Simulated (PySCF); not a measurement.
SMILES c1ccc([SiH2]c2ccsc2)cc1, GFN2-xTB optimised geometry. Atoms within 1.6 Å of the plane z = 0.6 Å (x, y, z in Å): C1 (-3.16, 0.01, -0.01), C2 (-2.48, -1.19, -0.01), C3 (-1.09, -1.20, 0.00), C4 (-0.37, -0.02, 0.00), Si5 (1.52, -0.02, 0.00), C11 (-1.07, 1.18, 0.00), C12 (-2.45, 1.20, -0.01), H13 (-4.24, 0.02, -0.02), H14 (-3.03, -2.12, -0.01), H15 (-0.57, -2.15, 0.00), H16 (2.03, 0.63, 1.22), H17 (2.02, -1.40, -0.07), H18 (4.24, 1.15, -1.00), H21 (-0.53, 2.12, 0.00), H22 (-2.98, 2.15, -0.01).

Method: PBE0/def2-SVP run with PySCF.

Map of the electron localisation function on the plane z = 0.6 Å:

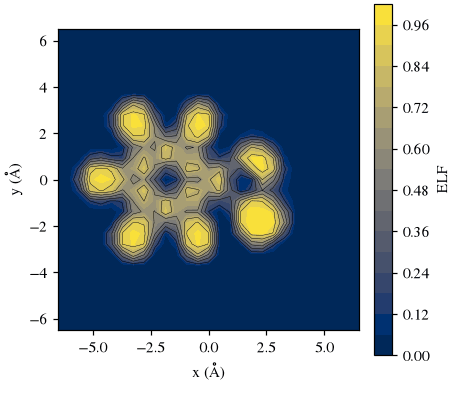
Fig. 1. Electron localisation function on the plane z = 0.6 Å.
